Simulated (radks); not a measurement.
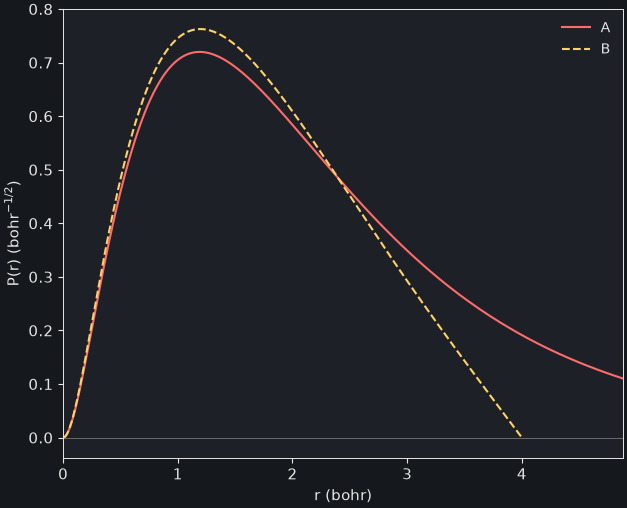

The neutral carbon atom in [He] 2s2 2p2 (high spin) was computed in two surroundings: the free atom or ion; the hard spherical wall at 4 bohr. The calculation used the in-house radial solver radks at this level: non-relativistic Kohn-Sham, PBEsol, spin-polarised, spherical densities, point nucleus.

The plot shows P(r) = r R(r) of the 2p up orbital in both runs.

> Assign A and B.

A is the free atom or ion (⟨r⟩ = 1.74 bohr, eigenvalue −6.06 eV); B is the hard spherical wall at 4 bohr (⟨r⟩ = 1.53 bohr, eigenvalue −3.40 eV). The tighter surroundings squeeze the orbital.
